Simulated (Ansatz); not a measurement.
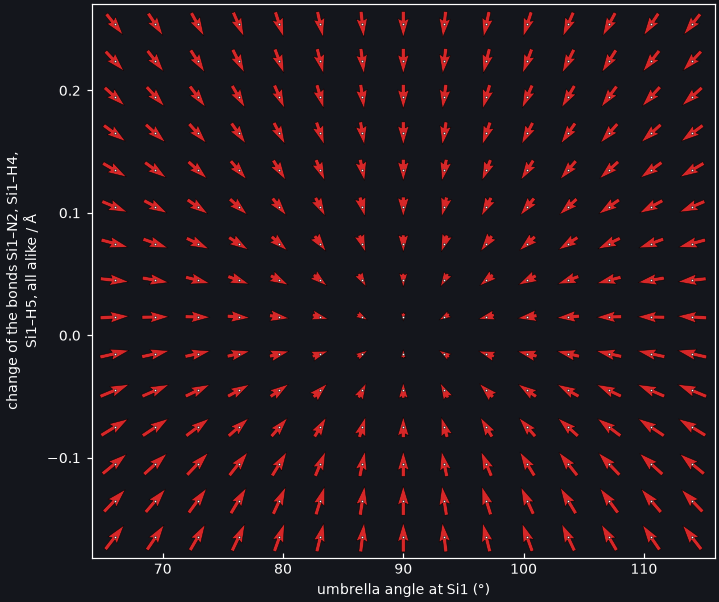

GeH₅NSi, SMILES [SiH2]=[N][GeH3]. Coordinates scanned: (1) umbrella angle at Si1 (between each of its bonds and their common axis; 90 is planar); (2) change of the bonds Si1–N2, Si1–H4, Si1–H5, all alike. Nothing is relaxed (all other coordinates rigid). Grid: 15 × 15 points. Points are written as (first, second). All numbers below come from RHF/def2-TZVP (Ansatz).

The picture shows dots at the grid points, arrows along the force (downhill), their lengths compressed.

### The arrows alone are given. Where is the energy lowest?

The arrows converge at about (90°, 0.000 Å) (read from the interpolated surface).

The energy map of the same scan:

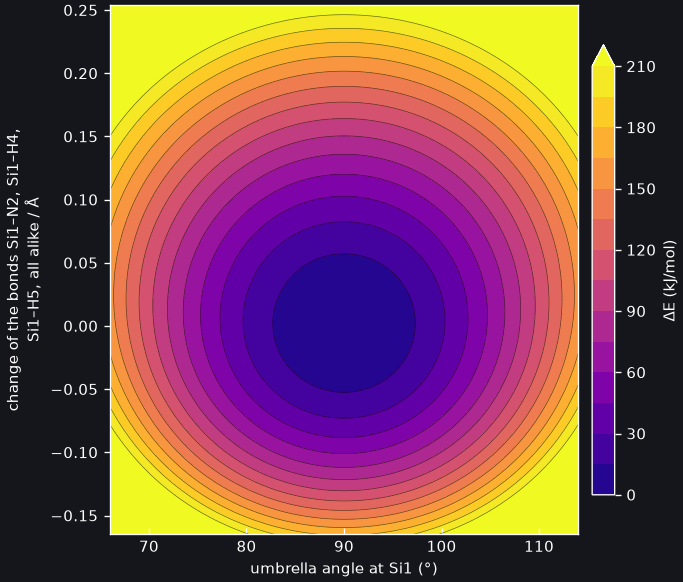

Energies are in kJ/mol, from the relaxed molecule at the same level; between grid points the surface is interpolated.
